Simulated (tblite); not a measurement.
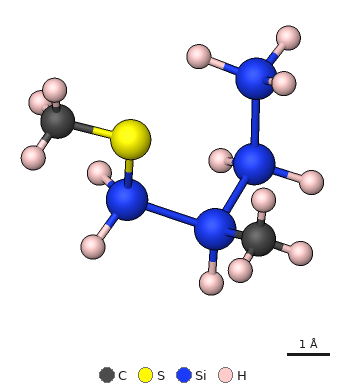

C2H14SSi4, before the relaxation. Style: ball-and-stick. Shown from a free direction.

All numbers below come from GFN2-xTB geometry optimisation, gas phase in tblite.

```xyz
21

C     3.1639    1.9541   -0.4484
S     1.4830    1.3616   -0.8047
Si    1.5315   -0.6599   -0.0458
Si   -0.5144   -1.6629   -0.3177
C    -1.2712   -1.2248   -1.9228
Si   -1.8676   -1.0085    1.4176
Si   -2.0577    1.2798    1.4298
H     3.2508    2.9948   -0.7901
H     3.9066    1.3490   -0.9692
H     3.3545    1.9343    0.6313
H     1.9124   -0.6122    1.3797
H     2.5673   -1.3873   -0.8056
H    -0.3531   -3.1500   -0.2314
H    -0.6284   -1.5351   -2.7668
H    -2.2431   -1.7048   -2.0610
H    -1.4349   -0.1436   -2.0131
H    -1.2926   -1.4915    2.7119
H    -3.2025   -1.6479    1.2563
H    -0.7619    1.8986    1.8161
H    -3.0720    1.7033    2.4362
H    -2.4793    1.7699    0.0972
```

> Predict the outcome.

The energy falls by 0.270 eV in 115 geometry steps. The atom that moves furthest after the best rigid fit is H11 (0.49 Å). By element the largest moves are H 0.49 Å, Si 0.25 Å, S 0.16 Å, C 0.12 Å. Near-neighbour distances that change, for instance: Si4–C5 1.828 → 1.908 Å, Si4–Si6 2.296 → 2.337 Å, Si7–H19 1.487 → 1.462 Å, Si6–Si7 2.296 → 2.318 Å. Bond angles that change, for instance: Si4–Si3–H12 110.4° → 122.7°, Si3–Si4–Si6 108.1° → 114.7°, Si4–Si6–Si7 109.7° → 116.0°. Cost: 2.5 s on 1 thread of Arm Neoverse N1 (shared host).

Final geometry:

```xyz
21

C     3.0820    1.9093   -0.3672
S     1.4090    1.2884   -0.6894
Si    1.6726   -0.7983   -0.1930
Si   -0.4622   -1.6940   -0.2501
C    -1.2207   -1.3133   -1.9593
Si   -1.9018   -0.8969    1.4100
Si   -2.1582    1.4048    1.5140
H     3.0893    2.9609   -0.6347
H     3.7971    1.3647   -0.9766
H     3.3153    1.7901    0.6868
H     2.3060   -0.7708    1.1309
H     2.7450   -1.2449   -1.0907
H    -0.2653   -3.1604   -0.2138
H    -0.6709   -1.7996   -2.7599
H    -2.2532   -1.6449   -2.0229
H    -1.2032   -0.2441   -2.1541
H    -1.4177   -1.4223    2.6998
H    -3.2151   -1.5516    1.2651
H    -0.9178    2.0658    1.9170
H    -3.1855    1.8239    2.4731
H    -2.5533    1.9500    0.2145
```

The end point in the same view:

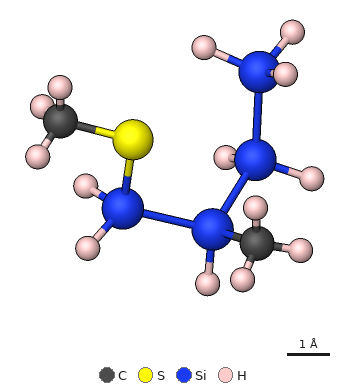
